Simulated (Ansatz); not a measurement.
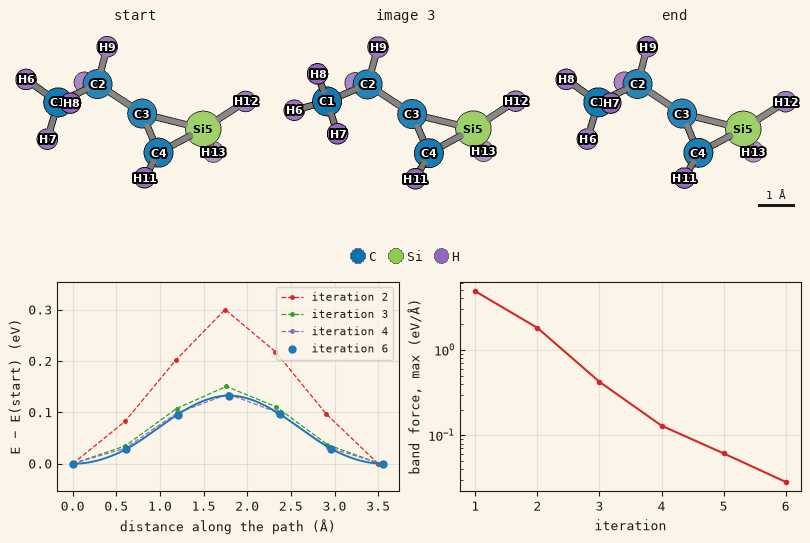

A nudged-elastic-band calculation for C4H8Si. Images are numbered from 0 (start) to 6 (end). The plot follows the band through its iterations. A ball-and-stick model, seen from a free direction.

Method: Ansatz, RKS B3LYP-D4/def2-SVP. Set-up: 5 movable images; climbing image; force threshold 0.05 eV/Å; iteration limit 60; spring constant 0.1 eV/Å²; starting path through a guess of the saddle point.

Q: How did the profile develop, and is the result final?

A: The run is converged, with reservations. The band converged in 6 iterations. The largest component of the band force went from 4.9 to 0.028 eV/Å. The climbing image converged on the top of the path. Its curvatures weren't checked. The spring constant is far from the usual few eV/Å², which spoils the spacing or the steps. The first iteration put the highest image at 1.239 eV. The two ends have the same energy, and the highest point, image 3, lies 0.133 eV above the start.

Cost: 40 s on 2 threads of AMD EPYC 9R45 96-Core Processor (Zen 5), with other jobs on the host, peak memory 0.28 GiB.
